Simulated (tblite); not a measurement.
# C7H13NSi: the cost of one run

Programs: tblite 0.8.0 and PySCF 2.14.0, with density-fitted response routines of our own. Each step states its level of theory. These are calculated values for one molecule in the gas phase, unless marked as measured. Atoms count from 0, in the outputs and in this text.

## (1) The starting structure

22 atoms, charge 0, multiplicity 1; geometry from: force field or distance geometry start.

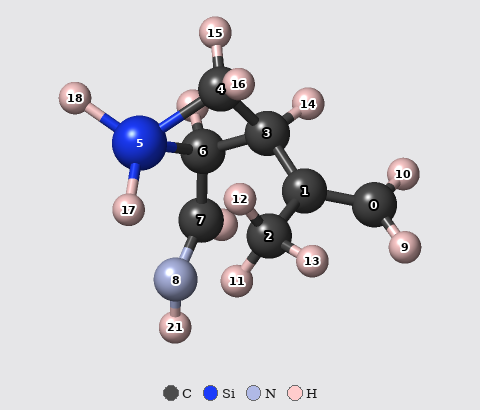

The starting geometry (carbon dark grey, silicon blue, nitrogen light blue, hydrogen pink), atoms numbered.

## (2) Optimising the geometry with GFN2-xTB

The job: settings as JSON, then the geometry in Å.

```
{"job": {"kind": "relax", "xc": "GFN2-xTB", "basis": "xTB"}, "charge": 0, "multiplicity": 1}
C     -1.798300    -1.729900    -0.157200
C     -0.610000    -1.110900    -0.169800
C      0.499700    -1.736100     0.642600
C     -0.469300     0.124600    -0.966000
C      0.828400     0.133100    -1.689300
Si     1.703800     1.048600    -0.374100
C     -0.092700     1.389900    -0.303400
C     -0.663200     1.720600     1.024900
N     -0.072000     1.363700     2.124600
H     -1.968300    -2.651600     0.425000
H     -2.652700    -1.324000    -0.725000
H      0.661300    -1.287200     1.615100
H      1.410000    -1.792200     0.012800
H      0.255000    -2.817600     0.851100
H     -1.384400     0.261900    -1.583000
H      0.747100     0.732500    -2.628700
H      1.246900    -0.854200    -1.969700
H      2.224500     0.319100     0.770800
H      2.562500     2.108600    -0.909300
H     -0.325800     2.241500    -0.995000
H     -1.613500     2.268400     1.152100
H     -0.499400     1.610500     3.048900
```

Started as:

```console
$ OMP_NUM_THREADS=1 python probes_run.py task.json out
```

One launch serves the whole session: the jobs run in the order shown.

Q: Estimate the wall time of this first job on 1 thread of Intel Xeon at 2.50GHz, shared host.

About 5.1 s.
